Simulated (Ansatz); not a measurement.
## Geometry relaxation of C2H5F2NSi (part 1 of 2)

C2H5F2NSi, SMILES F[Si]1(F)CCN1, computed with RKS PBE-D4/STO-3G (Ansatz 0.2.0).

It belongs to a series of runs on one base structure; here: start relaxed. Figures and captions count atoms from 1; the log counts them from 0 in places.

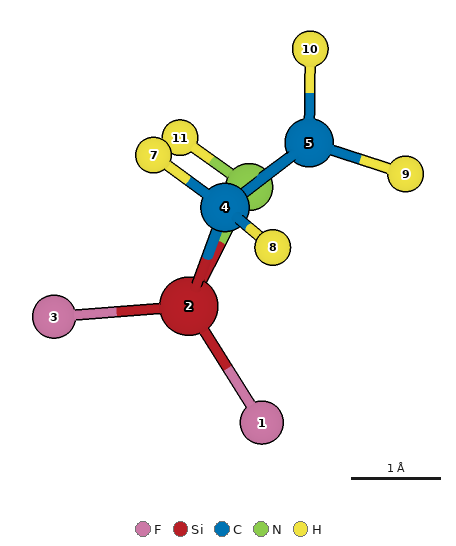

**Figure 1.** The structure as given in the input (ball-and-stick view, seen at an oblique angle; atoms are numbered from 1 in the order of the input).

Input:
```yaml
crystal:
  periodic: [false, false, false]
  atoms:
    - { symbol: F, position_ang: [-0.1173, -0.5462, 2.4019] }
    - { symbol: Si, position_ang: [0.382, -0.7519, 0.9264] }
    - { symbol: F, position_ang: [1.4082, -1.9162, 0.7439] }
    - { symbol: C, position_ang: [-0.7142, -0.4656, -0.4707] }
    - { symbol: C, position_ang: [-0.2631, 0.987, -0.4892] }
    - { symbol: "N", position_ang: [0.9915, 0.6934, 0.2428] }
    - { symbol: H, position_ang: [-0.5206, -1.033, -1.3731] }
    - { symbol: H, position_ang: [-1.8186, -0.5605, -0.27] }
    - { symbol: H, position_ang: [-0.9076, 1.7185, 0.1125] }
    - { symbol: H, position_ang: [-0.1132, 1.4175, -1.4501] }
    - { symbol: H, position_ang: [1.7384, 0.4001, -0.3537] }
basis:
  gaussian: { orbitals: STO-3G }
hamiltonian:
  xc: pbe
  dispersion: d4
relax:
  f_tol: 0.02
  max_steps: 40
```

Run on 1 thread of Arm Neoverse V1, 24 GiB of memory available, shared host.

Launched with:
```bash
ansatz run input.yaml --threads 1 --pin off --max-ram 2048MiB --backend cpu --events-out ev --progress --plain --runs-dir out
```

Output:
```
The last accepted step is kept in [file] (removed where the run ends without a failure and the disk answers)
Engine: ansatz 0.2.0, aarch64-unknown-linux-gnu
Functional definition: PBE
  parameter kappa = 0.804
  parameter beta = 0.06672455060314922
  exchange = pbe_x(kappa = kappa, mu = beta*pi^2/3)
  correlation = pbe_c(beta = beta)
584 factors; integrals over basis functions are off by at most 1.2e-5 eV
mean field evaluation 1: about -16723.7215 eV, gradient 3.1e1 eV
mean field evaluation 2: about -16722.0334 eV, gradient 4.0e1 eV
mean field evaluation 4: about -16726.8851 eV, gradient 1.7e0 eV
mean field evaluation 8: about -16726.8100 eV, gradient 2.9e-2 eV
mean field -16726.81005097 eV, -614.6989315340 hartree, gradient 2.2e-5 eV, S^2 0.000000; 0 other end points of the search recorded, 0 dependent functions left out
the calculation of the forces begins
reference -16726.81007187 eV, -614.6989323020 hartree; 28, 28 occupied and 11, 11 virtual orbitals, 584 factors
relax step   1: F+E_penalty+E_count = -16727.05306708 eV  Δ(F+E_penalty+E_count) = +0.000e0 eV  max|allowed force component| = 5.994e0 eV/Å  Δτ_max = 0.0000 Å  (23 SCF iters, accepted)
these checks for a lower state are left out or cut short: starts, cluster_reference, orbital_swaps, neighbouring_geometries, increment
584 factors; integrals over basis functions are off by at most 1.5e-5 eV
mean field evaluation 16: about -16727.7364 eV, gradient 7.3e0 eV
mean field -16727.94302864 eV, -614.7405676956 hartree, gradient 1.8e-5 eV, S^2 0.000000; 0 other end points of the search recorded, 0 dependent functions left out
[... from here on the field's lines of each further geometry are left out, up to the last ...]
relax step   2: F+E_penalty+E_count = -16728.18240157 eV  Δ(F+E_penalty+E_count) = -1.129e0 eV  max|allowed force component| = 1.544e0 eV/Å  Δτ_max = 0.1948 Å  (25 SCF iters, accepted)
relax step   3: F+E_penalty+E_count = -16728.41194646 eV  Δ(F+E_penalty+E_count) = -2.295e-1 eV  max|allowed force component| = 4.404e-1 eV/Å  Δτ_max = 0.1216 Å  (26 SCF iters, accepted)
relax step   4: F+E_penalty+E_count = -16728.42394717 eV  Δ(F+E_penalty+E_count) = -1.200e-2 eV  max|allowed force component| = 8.557e-1 eV/Å  Δτ_max = 0.1999 Å  (24 SCF iters, accepted)
relax step   5: F+E_penalty+E_count = -16728.36290103 eV  Δ(F+E_penalty+E_count) = +6.105e-2 eV  max|allowed force component| = 1.751e0 eV/Å  Δτ_max = 0.0926 Å  (25 SCF iters, rejected (line search))
relax step   6: F+E_penalty+E_count = -16728.48121273 eV  Δ(F+E_penalty+E_count) = -5.727e-2 eV  max|allowed force component| = 1.842e-1 eV/Å  Δτ_max = 0.0451 Å  (26 SCF iters, accepted)
relax step   7: F+E_penalty+E_count = -16728.49649004 eV  Δ(F+E_penalty+E_count) = -1.528e-2 eV  max|allowed force component| = 2.638e-1 eV/Å  Δτ_max = 0.0999 Å  (25 SCF iters, accepted)
relax step   8: F+E_penalty+E_count = -16728.51792171 eV  Δ(F+E_penalty+E_count) = -2.143e-2 eV  max|allowed force component| = 2.110e-1 eV/Å  Δτ_max = 0.1500 Å  (24 SCF iters, accepted)
relax step   9: F+E_penalty+E_count = -16728.52707227 eV  Δ(F+E_penalty+E_count) = -9.151e-3 eV  max|allowed force component| = 7.584e-1 eV/Å  Δτ_max = 0.1950 Å  (26 SCF iters, accepted)
relax step  10: F+E_penalty+E_count = -16728.53815106 eV  Δ(F+E_penalty+E_count) = -1.108e-2 eV  max|allowed force component| = 3.391e-1 eV/Å  Δτ_max = 0.0324 Å  (26 SCF iters, accepted)
relax step  11: F+E_penalty+E_count = -16728.54508215 eV  Δ(F+E_penalty+E_count) = -6.931e-3 eV  max|allowed force component| = 2.103e-1 eV/Å  Δτ_max = 0.0864 Å  (25 SCF iters, accepted)
relax step  12: F+E_penalty+E_count = -16728.55269999 eV  Δ(F+E_penalty+E_count) = -7.618e-3 eV  max|allowed force component| = 1.572e-1 eV/Å  Δτ_max = 0.0671 Å  (25 SCF iters, accepted)
relax step  13: F+E_penalty+E_count = -16728.55662906 eV  Δ(F+E_penalty+E_count) = -3.929e-3 eV  max|allowed force component| = 1.688e-1 eV/Å  Δτ_max = 0.0715 Å  (26 SCF iters, accepted)
relax step  14: F+E_penalty+E_count = -16728.55669011 eV  Δ(F+E_penalty+E_count) = -6.104e-5 eV  max|allowed force component| = 1.315e-1 eV/Å  Δτ_max = 0.0336 Å  (26 SCF iters, accepted)
relax step  15: F+E_penalty+E_count = -16728.55818689 eV  Δ(F+E_penalty+E_count) = -1.497e-3 eV  max|allowed force component| = 2.606e-2 eV/Å  Δτ_max = 0.0153 Å  (26 SCF iters, accepted)
relax step  16: F+E_penalty+E_count = -16728.55823700 eV  Δ(F+E_penalty+E_count) = -5.011e-5 eV  max|allowed force component| = 2.472e-2 eV/Å  Δτ_max = 0.0057 Å  (20 SCF iters, accepted)
relax step  17: F+E_penalty+E_count = -16728.55830381 eV  Δ(F+E_penalty+E_count) = -6.682e-5 eV  max|allowed force component| = 2.321e-2 eV/Å  Δτ_max = 0.0060 Å  (22 SCF iters, accepted)
the calculation of the forces begins
reference -16728.32369203 eV, -614.7545568171 hartree; 28, 28 occupied and 11, 11 virtual orbitals, 584 factors
relax step  18: F+E_penalty+E_count = -16728.55833222 eV  Δ(F+E_penalty+E_count) = -2.841e-5 eV  max|allowed force component| = 4.872e-3 eV/Å  Δτ_max = 0.0024 Å  (20 SCF iters, accepted)
```

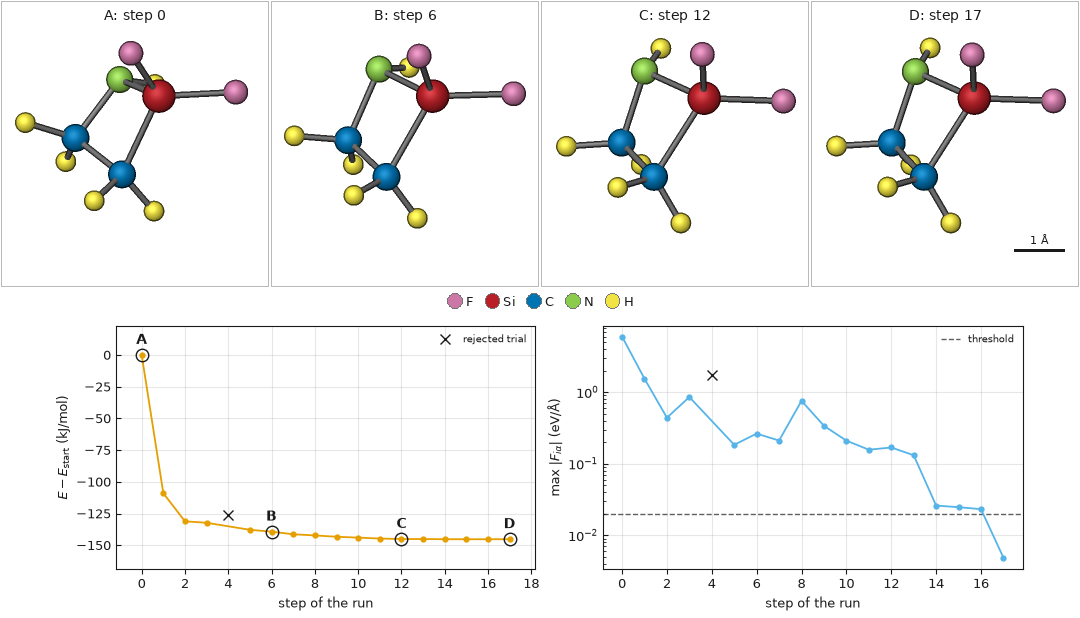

**Figure 2.** Frames of the relaxation (ball-and-stick view, seen at a tilt) above the curves, on which the letters mark them (the first geometry is step 0 here and step 1 in the log).

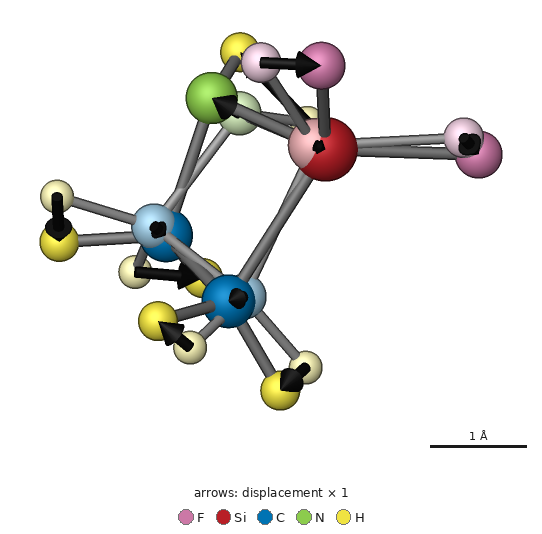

**Figure 3.** Start (faint) and end (solid) with the displacements as black arrows, at true length (ball-and-stick view, seen at a tilt). The two geometries are laid on each other by the best rigid fit. Over 17 geometry steps the energy falls by 145.2 kJ/mol. Largest force component: 6 eV/Å at the start, 0.0049 eV/Å at the end. The line search rejected the trial step at point 4 (counted from 0) and went back. H11 moves most after the best rigid fit: 1.02 Å. By element the largest moves are H 1.02 Å, F 0.65 Å, N 0.40 Å, C 0.25 Å, Si 0.12 Å. Among the contacts that change: Si2–C4 1.799 → 1.894 Å, Si2–F3 1.563 → 1.648 Å, Si2–N6 1.711 → 1.784 Å, F1–Si2 1.571 → 1.640 Å. Among the angles that change: Si2–N6–H11 104.9° → 121.8°, F1–Si2–F3 114.6° → 104.3°, F3–Si2–N6 110.4° → 119.4°. (Atoms are counted from 1 in the order of the input.)

```
584 factors; integrals over basis functions are off by at most 1.5e-5 eV
mean field -16728.32367075 eV, -614.7545560350 hartree, gradient 2.2e-5 eV, S^2 0.000000; 1 other end points of the search recorded, 0 dependent functions left out
the calculation of the forces begins
reference -16728.32369203 eV, -614.7545568171 hartree; 28, 28 occupied and 11, 11 virtual orbitals, 584 factors
Total energy: -16728.55835350 eV, -614.7631804671 hartree
Atom 0 at     0.133141    -1.132703     2.445472 Å, force     0.001055    -0.001177    -0.000618 eV/Å
Atom 1 at     0.442065    -0.831838     0.863051 Å, force     0.001405    -0.003435     0.004872 eV/Å
Atom 2 at     1.529663    -1.992924     0.432820 Å, force    -0.003936     0.002836     0.000496 eV/Å
Atom 3 at    -0.950248    -0.432082    -0.357318 Å, force     0.000936    -0.000892    -0.000030 eV/Å
Atom 4 at    -0.170948     0.906947    -0.661104 Å, force     0.000864     0.002158    -0.000162 eV/Å
Atom 5 at     0.805189     0.879988     0.517956 Å, force     0.000462    -0.001531    -0.001739 eV/Å
Atom 6 at    -1.065082    -1.083937    -1.240309 Å, force     0.001185     0.000819    -0.001496 eV/Å
Atom 7 at    -1.944587    -0.253931     0.087987 Å, force     0.000643     0.000952    -0.000593 eV/Å
Atom 8 at    -0.816332     1.817065    -0.645173 Å, force    -0.000828    -0.000064     0.000133 eV/Å
Atom 9 at     0.327786     0.866753    -1.659185 Å, force    -0.001716    -0.001314    -0.000546 eV/Å
Atom 10 at     1.774853     1.199763     0.236502 Å, force    -0.000071     0.001648    -0.000316 eV/Å
Dipole moment:     0.066778    -0.122641    -0.209106 e Å
```

Trajectory as extended XYZ (Å, eV, eV/Å), 18 frames, from step=1 to step=18:
```
11
Properties=species:S:1:pos:R:3:forces:R:3 step=1 energy=-16727.05307
F    -0.1173   -0.5462    2.4019   -0.8177  -0.0917   2.5258
Si    0.3820   -0.7519    0.9264   -0.5469   0.1617  -0.6136
F     1.4082   -1.9162    0.7439    2.0199  -2.7014   0.2275
C    -0.7142   -0.4656   -0.4707   -5.9944  -1.1558  -0.2208
C    -0.2631    0.9870   -0.4892   -0.2170   0.3374   0.8532
N     0.9915    0.6934    0.2428    1.8676   3.8721   3.0594
H    -0.5206   -1.0330   -1.3731    0.4367  -0.1938  -0.7146
H    -1.8186   -0.5605   -0.2700    0.4222  -0.1852  -0.4396
H    -0.9076    1.7185    0.1125    0.4270  -0.9198  -0.5065
H    -0.1132    1.4175   -1.4501    0.2723   0.8085  -1.8698
H     1.7384    0.4001   -0.3537    2.1304   0.0680  -2.3009
11
Properties=species:S:1:pos:R:3:forces:R:3 step=2 energy=-16728.18240
F    -0.1159   -0.6190    2.4308   -0.3412  -0.1732   1.3467
Si    0.4007   -0.7456    0.9210   -0.4091  -0.2066  -0.5424
F     1.4273   -1.9519    0.7248    1.0339  -1.5444   0.2148
C    -0.8369   -0.4825   -0.4423   -1.0126  -0.2594  -0.2867
C    -0.2183    0.9564   -0.5018   -0.7756   0.8323  -0.2578
N     1.0523    0.7783    0.3185    0.4829   1.3025   0.6126
H    -0.6118   -1.0426   -1.3629    0.1438  -0.1520  -0.0640
H    -1.9314   -0.5645   -0.2711    0.2235   0.2458   0.0385
H    -0.8891    1.6721    0.0441    0.1807  -0.1174  -0.1424
H    -0.0585    1.3818   -1.5062    0.1319  -0.0132  -0.3700
H     1.8470    0.5606   -0.3341    0.3419   0.0856  -0.5492
11
Properties=species:S:1:pos:R:3:forces:R:3 step=3 energy=-16728.41195
F    -0.1115   -0.7338    2.4672    0.0937  -0.1797   0.2797
Si    0.4211   -0.7834    0.9252   -0.2402   0.1083  -0.3269
F     1.4650   -2.0217    0.7197    0.1721  -0.4293   0.2008
C    -0.8692   -0.4758   -0.4216    0.3410   0.0991  -0.3223
C    -0.2199    0.9702   -0.5309   -0.4221   0.1265  -0.2040
N     1.0380    0.8275    0.3634    0.3018   0.4404  -0.1619
H    -0.6476   -1.0722   -1.3291   -0.1221   0.0588   0.0529
H    -1.9563   -0.4983   -0.2380   -0.0304   0.0173   0.1210
H    -0.8947    1.7147   -0.0469    0.0000   0.0326  -0.0847
H    -0.0138    1.3347   -1.5684    0.0484  -0.2099   0.2412
H     1.8543    0.6811   -0.3199   -0.1423  -0.0639   0.2040
11
Properties=species:S:1:pos:R:3:forces:R:3 step=4 energy=-16728.42395
F    -0.0216   -0.8345    2.4807    0.0517  -0.1565  -0.3549
Si    0.4348   -0.7962    0.8938    0.4518   0.1155   0.6257
F     1.4619   -2.0814    0.6806   -0.2263   0.3345   0.0711
C    -0.8464   -0.4571   -0.4238   -0.6315   0.0037  -0.2511
C    -0.2455    0.9918   -0.5645    0.4892  -0.3960  -0.2060
N     0.9712    0.9148    0.4158   -0.1761  -0.3432   0.8557
H    -0.7419   -1.0418   -1.3559   -0.0433  -0.0231   0.0716
H    -1.9026   -0.4646   -0.1083   -0.1397  -0.0459  -0.0906
H    -0.9616    1.7746   -0.2256    0.1460   0.0071   0.0405
H     0.0814    1.2223   -1.5967   -0.0923   0.1521  -0.1684
H     1.8358    0.7152   -0.1753    0.1705   0.3518  -0.5936
```
